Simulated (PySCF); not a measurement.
Vertical excitations of a molecule C₅H₁₀Si from PySCF with TDA-PBE/def2-SVPD, as energy in eV (oscillator strength): 5.79 (0.001), 6.00 (0.252), 6.20 (0.039), 6.32 (0.009), 6.69 (0.001), 6.72 (0.001). Lowest triplet (TDA): 4.34 eV. Geometry: PBE0-D3(BJ)/def2-SVP. One conformer was computed; it need not be the lowest.

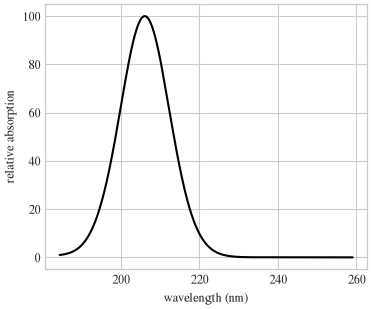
The lines broadened by 0.4 eV.

**Question.** Which molecule gave these data?
A) C=C/C=C(/C)[SiH3]
B) C=CC1C[SiH2]C1
C) [SiH3]CC1=CCC1
D) C=C1C[SiH](C)C1

**Answer.** B, C=CC1C[SiH2]C1
